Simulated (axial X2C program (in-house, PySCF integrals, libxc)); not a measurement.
# Run report: BaY, relativistic diatomic calculation

BaY, single determinant with M_S = 3/2 and |Λ| = 0. Level asked for: PBE0, spin-free X2C-1e, Ba dyall-v2z, Y dyall-v2z (cores contracted) (axial X2C program (in-house, PySCF integrals, libxc)).

### Input
```
{"zs": [56, 39], "q": 0, "bas": ["dyall-v2z", "dyall-v2z"], "levels": ["PBE0", "HF", "PW91", "B97-3"], "cc": false, "r0": 3.59, "npts": 10, "nst": 2, "ntry": 6, "opt": {"maxit": 7}}
```

The line is the task of a batch: nuclear charges, charge, bases, the levels to run, a first guess of the distance and further settings. This report covers PBE0 without spin-orbit coupling. The log is that of the reference distance 3.371 Å, started from orbitals converged before.

Hardware: 1 thread of Arm Neoverse N1, 98 GiB of memory available, shared host.

Launched within a batch (the task file carries these settings):
```bash
python <driver script> task.json out
```

### The program's output
```
spin-free X2C-1e  PBE0
basis functions 179  fitting functions 1028  grid points 5810
iter        total energy     max residual
   1     -11519.089485021     6.66e-05
   2     -11519.089485135     5.26e-05
   3     -11519.089485254     5.36e-05
   4     -11519.089485331     3.41e-05
   5     -11519.089485397     2.58e-05
   6     -11519.089485459     2.21e-05
   7     -11519.089485491     1.15e-05
   8     -11519.089485506     2.76e-06
   9     -11519.089485509     3.24e-06
  10     -11519.089485510     2.47e-06
converged
one-electron -16466.13966242  Coulomb 4914.11575742  exact exchange -76.34748061  xc functional -233.56088502  nuclear repulsion 342.84278512
```

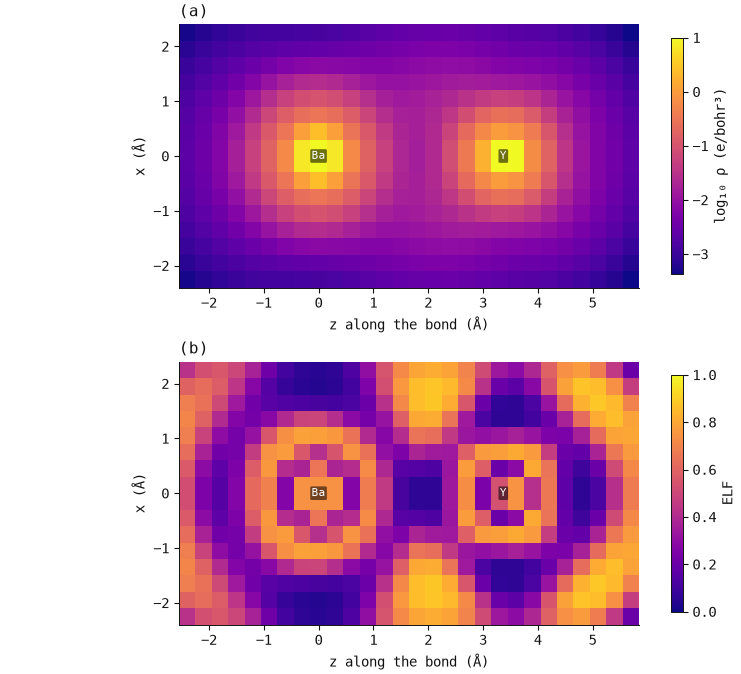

(a) electron density on a logarithmic scale; (b) electron localisation function, in a plane that holds the axis, at 3.37 Å, on points 0.3 Å apart (one half computed, the other mirrored); the structure near the nuclei is finer than these points.

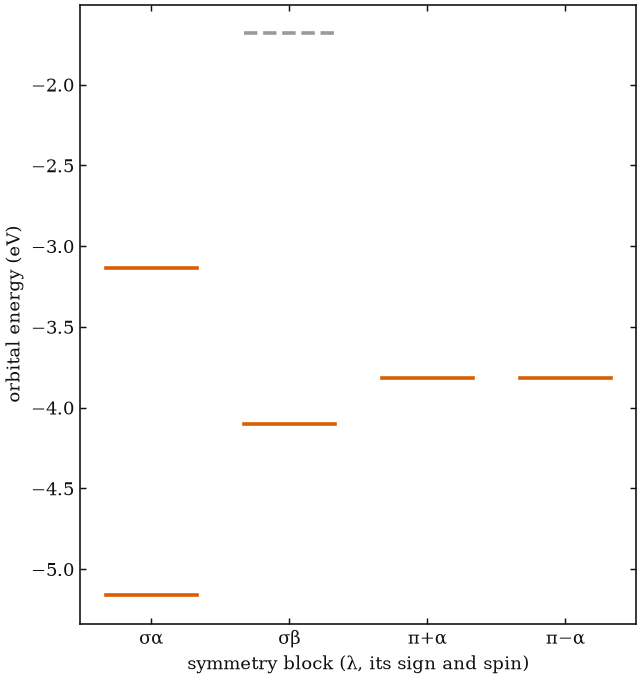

Orbital energies near the frontier at 3.37 Å, filled (solid) and empty (dashed); a label such as π−α means λ = −1 and α spin. The highest filled orbital (σα; 37 % Ba s, 25 % Y p) lies at −3.13 eV, the lowest empty one (σβ; 50 % Ba s, 28 % Y p) at −1.68 eV.

### Outcome

| quantity | value |
| --- | --- |
| outcome | 9 of 10 points not converged |
| largest ⟨S²⟩ along the curve | 3.78 |
| wall time | 17 s |
| peak memory | 0.42 GiB |

### Diagnosis

One thing in this input was made wrong on purpose: few iterations (maxit = 7.0). 9 of the 10 points of the curve did not converge at the level reported and have no energy. The SCF at the reference distance, whose log is shown, did converge. The curve is incomplete.
